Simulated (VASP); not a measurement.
Band structure of ScAl (relaxed from the zinc blende structure, space group F-43m). Level of theory: r2SCAN meta-GGA, VASP's PBE PAW potentials (set 64) (plane waves; VASP).

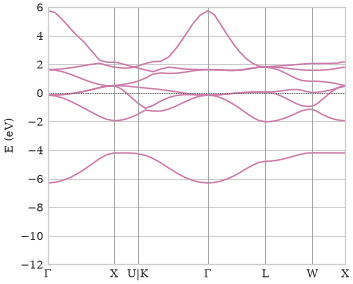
Figure. Bands along high-symmetry lines, zero at the valence-band maximum or, without a gap, the Fermi level

**Question.** Read the plot: is there a gap, and where are the band edges?

**Answer.** It has no gap at this level: it comes out as a metal or semimetal.

The structure was generated: ScAl was put into the zinc blende type (F-43m), which need not be its known phase. It was relaxed first, which changed the volume by -12 %.
